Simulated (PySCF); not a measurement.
SMILES Cl[C]Cl (CCl₂) at its CAM-B3LYP/def2-SVP optimised geometry (Å):

```
3

Cl    -1.1450     0.8074     0.0000
C     -0.5694    -0.8074     0.0000
Cl     1.1450    -0.8074     0.0000
```

Computed with CAM-B3LYP/def2-TZVP run with PySCF. Cells within 0.4 Å of a nucleus heavier than hydrogen are left out (blank, or x).

Map of the deformation density (molecule minus spherical neutral atoms) (e/bohr³) on the plane z = 0.0 Å:

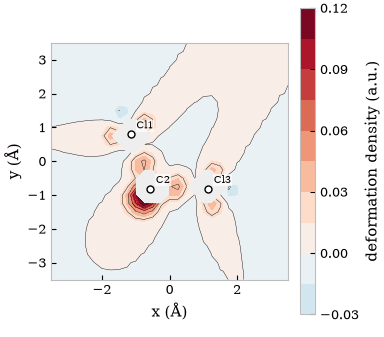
Figure. Deformation density (molecule minus spherical neutral atoms) (e/bohr³) on the plane z = 0.0 Å.
